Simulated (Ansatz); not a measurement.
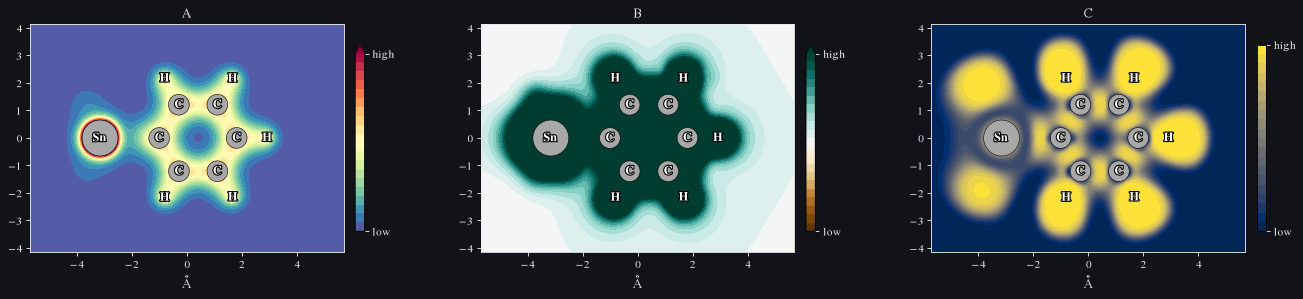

C6H8Sn: 3 fields on the plane of atoms C2, C3 and C4, with unlabelled colour scales. Grey discs cover the atomic cores.

Geometry: r2SCAN-D4/def2-SVP; core potentials replace the inner electrons of Sn.

Level of theory: Ansatz, RKS PBE0-D4/def2-TZVP.

Which field does each panel show? The fields are: electron density, electron localisation function and electrostatic potential.

Answer. Panel A: electron density. Panel B: electrostatic potential (strongly positive close to the atoms and fading to about zero outside). Panel C: electron localisation function. From the grid: C–C (1.40 Å): ρ at the midpoint is about 2.1 e/Å³; the ELF peaks at about 0.95 between the atoms: a covalent bond. C–Sn (2.15 Å): ρ is about 0.72 e/Å³ halfway; the ELF peaks at about 0.90 in the valence shell of C, 0.6 Å from its nucleus, and drops to about 0.20 between the two atoms.
